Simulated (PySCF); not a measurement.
**One shape, several levels: SiS (SMILES [Si-]#[S+])**

Aim: a comparison of 5 runs (HF/STO-3G, HF/def2-SVP, HF/aug-cc-pVDZ, CAM-B3LYP/3-21G, MP2/def2-TZVP) of SiS. Input form: a Python script.

The results are computed with PySCF 2.14.0.

## (1) The molecule

SiS has 2 atoms, charge 0, and is taken as a singlet. As SMILES, `[Si-]#[S+]`. Geometry: the measured bond length.

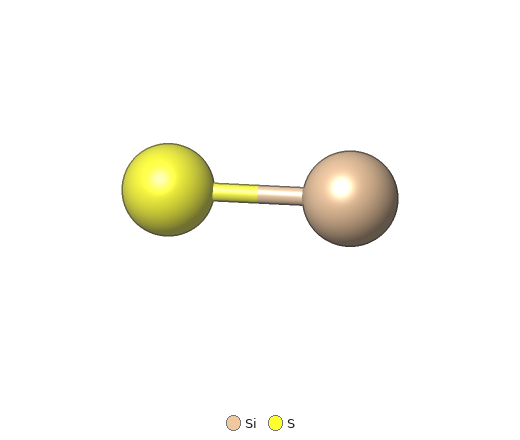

The structure, seen from a chosen angle (silicon light orange, sulfur yellow).

## (2) Energy and gradient at HF/STO-3G (run 1)

File calc.py:

```python
from pyscf import gto, scf

mol = gto.Mole()
mol.atom = '''
Si     0.000000     0.000000     0.000000
S      0.000000     0.000000     3.645888
'''
mol.charge = 0
mol.unit = 'bohr'
mol.verbose = 3
mol.basis = 'sto-3g'
mol.max_memory = 1860
mol.build()

mf = scf.RHF(mol)
mf.conv_tol = 1e-10
mf.kernel()
if not mf.converged:
    mf = mf.newton().run(mf.mo_coeff, mf.mo_occ)

e_final = mf.e_tot
print('E(%s) = %.9f' % ('HF', e_final))
grad = mf.nuc_grad_method().kernel()
dip = mf.dip_moment()
pop, q = mf.mulliken_pop()
```

Run with:

```console
$ OMP_NUM_THREADS=1 python calc.py
```

The program printed:

```text
converged SCF energy = -678.742278041692
E(HF) = -678.742278042
--------------- RHF gradients ---------------
         x                y                z
0 Si     0.0000000000    -0.0000000000    -0.0603483958
1 S    -0.0000000000     0.0000000000     0.0603483958
----------------------------------------------
Dipole moment(X, Y, Z, Debye):  0.00000,  0.00000, -2.02942
 ** Mulliken pop  **
pop of  0 Si 1s           1.99992
pop of  0 Si 2s           1.99757
pop of  0 Si 3s           1.86357
pop of  0 Si 2px          1.96031
pop of  0 Si 2py          1.96031
pop of  0 Si 2pz          1.97055
pop of  0 Si 3px          0.48896
pop of  0 Si 3py          0.48896
pop of  0 Si 3pz          0.96805
pop of  1 S 1s            1.99995
pop of  1 S 2s            1.99807
pop of  1 S 3s            1.93279
pop of  1 S 2px           1.99183
pop of  1 S 2py           1.99183
pop of  1 S 2pz           1.98359
pop of  1 S 3px           1.55890
pop of  1 S 3py           1.55890
pop of  1 S 3pz           1.28594
 ** Mulliken atomic charges  **
charge of    0Si =      0.30179
charge of    1S =     -0.30179
```

It took 4.2 s on 1 thread of Intel Xeon at 2.50GHz (Skylake/Cascade Lake), shared host; peak memory 0.11 GiB.

## (3) Energy and gradient at HF/def2-SVP (run 2)

File input.py:

```python
from pyscf import gto, scf

mol = gto.M(
    atom=[
    ('Si', (0.000000, 0.000000, 0.000000)),
    ('S', (0.000000, 0.000000, 1.929321)),
],
    max_memory=1860,
    verbose=4,
    basis='def2-svp',
    charge=0,
)

calc0 = scf.RHF(mol)
calc0.conv_tol = 1e-10
calc0.kernel()
if not calc0.converged:
    calc0 = calc0.newton().run(calc0.mo_coeff, calc0.mo_occ)

energy = calc0.e_tot
print(f'total energy: {energy:.8f} hartree')
grad = calc0.nuc_grad_method().kernel()
dip = calc0.dip_moment()
pop, q = calc0.mulliken_pop()
```

Run with:

```console
$ OMP_NUM_THREADS=1 python input.py
```

The program printed:

```text
PySCF version 2.14.0

[... 54 lines left out ...]
converged SCF energy = -686.25793662028
total energy: -686.25793662 hartree
[... 8 lines left out ...]
Dipole moment(X, Y, Z, Debye):  0.00000,  0.00000, -2.08886
[... 39 lines left out ...]
charge of    1S =     -0.35355
```

Wall time 5.1 s (1 thread of Intel Xeon at 2.50GHz (Skylake/Cascade Lake), shared host); peak memory 0.12 GiB.

## (4) Energy and gradient at HF/aug-cc-pVDZ (run 3)

File job.py:

```python
# silylene, thioxo-
from pyscf import gto, scf

mol = gto.M(
    atom='Si 0.000000 0.000000 0.000000; S 0.000000 0.000000 1.929321',
    max_memory=1860,
    verbose=4,
    basis='aug-cc-pvdz',
)

myscf = scf.RHF(mol)
myscf.conv_tol = 1e-10
myscf.kernel()
if not myscf.converged:
    myscf = myscf.newton().run(myscf.mo_coeff, myscf.mo_occ)

e_tot = myscf.e_tot
print('E = %.10f Eh' % e_tot)
grad = myscf.nuc_grad_method().kernel()
myscf.analyze()
```

Run with:

```console
$ OMP_NUM_THREADS=1 python job.py
```

The program printed:

```text
PySCF version 2.14.0

[... 71 lines left out ...]
Two-electron Coulomb Energy =          370.501686011351126
[... 12 lines left out ...]
MO #10  energy= -4.29240684771532  occ= 2
[... 10 lines left out ...]
MO #21  energy= 0.0819587580401714 occ= 0
[... 10 lines left out ...]
MO #32  energy= 0.422914204225431  occ= 0
[... 10 lines left out ...]
MO #43  energy= 0.775422523601877  occ= 0
[... 10 lines left out ...]
MO #54  energy= 1.58092084614274   occ= 0
[... 59 lines left out ...]
Dipole moment(X, Y, Z, Debye): -0.00000,  0.00000, -2.26266
```

It took 8.8 s on 1 thread of Intel Xeon at 2.50GHz (Skylake/Cascade Lake), shared host; peak memory 0.12 GiB.

Run 4 isn't shown in full; the table further down has it.

## (5) Energy and gradient at MP2/def2-TZVP (run 5)

File job.py:

```python
import pyscf.grad
from pyscf import gto, mp

mol = gto.M(
    atom='''
Si     0.000000     0.000000     0.000000
S      0.000000     0.000000     3.645888
''',
    unit='bohr',
    basis='def2-tzvp',
    max_memory=1860,
    verbose=3,
)

hf = mol.RHF()
hf.conv_tol = 1e-10
hf.kernel()
if not hf.converged:
    hf = hf.newton().run(hf.mo_coeff, hf.mo_occ)

pt = mp.MP2(hf, frozen=10).run()
e_final = pt.e_tot
print('Final energy', e_final)
grad = pt.Gradients().kernel()
dip = hf.dip_moment()
pop, q = hf.mulliken_pop()
```

Run with:

```console
$ OMP_NUM_THREADS=1 python job.py
```

The program printed:

```text
converged SCF energy = -686.49626390332
[... 2 lines left out ...]
Final energy -686.7518841107632
[... 5 lines left out ...]
Dipole moment(X, Y, Z, Debye):  0.00000, -0.00000, -2.28931
[... 77 lines left out ...]
charge of    1S =     -0.34957
```

It took 25 s on 1 thread of Intel Xeon at 2.50GHz (Skylake/Cascade Lake), shared host; peak memory 0.54 GiB.

## (6) Overview of the runs

| run | level | integration grid | frozen core orbitals | energy (Eh) | dipole moment (D) of the reference | HOMO energy (eV) | LUMO energy (eV) | wall time |
| --- | --- | --- | --- | --- | --- | --- | --- | --- |
| 1 | HF/STO-3G | – | – | -678.742278 | 2.03 | -6.15 | 6.56 | 4.2 s |
| 2 | HF/def2-SVP | – | – | -686.257937 | 2.09 | -10.54 | 0.95 | 5.1 s |
| 3 | HF/aug-cc-pVDZ | – | – | -686.484580 | 2.26 | -10.63 | 0.41 | 8.8 s |
| 4 | CAM-B3LYP/3-21G | 5 | – | -684.179322 | 2.19 | -9.32 | -1.42 | 12 s |
| 5 | MP2/def2-TZVP | – | 10 | -686.751884 | 2.29 | -10.56 | 0.70 | 25 s |

## (7) What came out

```
                                           quantity          value
                                run 5: total energy  -686.75188 Eh
        run 5: dipole moment (Hartree–Fock density)         2.29 D
         run 5: HOMO energy (Hartree–Fock orbitals)      -10.56 eV
         run 5: LUMO energy (Hartree–Fock orbitals)        0.70 eV
       run 5: HOMO–LUMO gap (Hartree–Fock orbitals)       11.27 eV
run 5: correlation energy (10 core orbitals frozen)     -255.6 mEh
                    run 5: largest force on an atom     0.394 eV/Å
```

Over runs 1, 2, 3, 4 the dipole moment (its size) runs from 2.03 D (HF/STO-3G) to 2.26 D (HF/aug-cc-pVDZ). Over runs 1, 2, 3, 4 the HOMO–LUMO gap runs from 7.91 eV (CAM-B3LYP/3-21G) to 12.70 eV (HF/STO-3G). The two ends differ in method and basis. In run 1 the basis is minimal, so the values are rough. All runs together took 56 s, the longest 25 s.
